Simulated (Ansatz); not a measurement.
CsPbBr₃ (space group Pm-3m, No. 221): a calculation's input that goes back to an entry of the Crystallography Open Database (an earlier step may have relaxed or displaced it).

Space group Pm-3m (No. 221). a = 5.870 Å, b = 5.870 Å, c = 5.870 Å, α = 90.00°, β = 90.00°, γ = 90.00°
```json
{"atom": "Cs", "site": "1a", "symmetry": "m-3m", "x": "0.0000", "y": "0.0000", "z": "0.0000"}
{"atom": "Pb", "site": "1b", "symmetry": "m-3m", "x": "0.5000", "y": "0.5000", "z": "0.5000"}
{"atom": "Br", "site": "3c", "symmetry": "4/mm.m", "x": "0.0000", "y": "0.5000", "z": "0.5000"}
```

Analyse the octahedral framework, with x, y, z the pseudocubic axes in the order of the Glazer symbol.

Pb at the centres, Br at the shared corners, Cs in the cavities: a perovskite-type framework of corner-sharing octahedra.

The octahedra are not tilted (under 0.5° about every axis): a0a0a0.

Pb–Br–Pb angles along x: 180.0°; along y: 180.0°; along z: 180.0°.

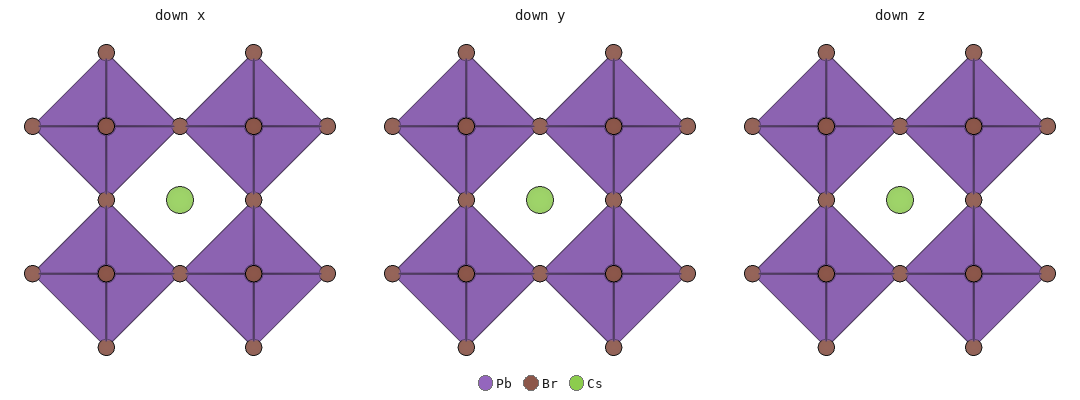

Blocks of 2 × 2 × 2 octahedra, seen down the three pseudocubic axes x, y and z (centre-to-centre directions).
